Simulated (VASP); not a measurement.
Band structure of Se (relaxed from the diamond structure, space group Fd-3m). Method: r2SCAN meta-GGA, VASP's PBE PAW potentials (set 64) (plane waves; VASP).

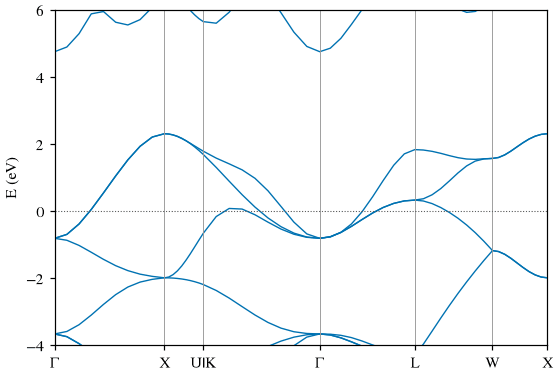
Figure: Bands along high-symmetry lines, zero at the valence-band maximum or, without a gap, the Fermi level

Read the plot: is there a gap, and where are the band edges?

It has no gap at this level: it comes out as a metal or semimetal.

The structure was generated: Se was put into the diamond type (Fd-3m), which need not be its known phase. It was relaxed first, which changed the volume by +46 %.
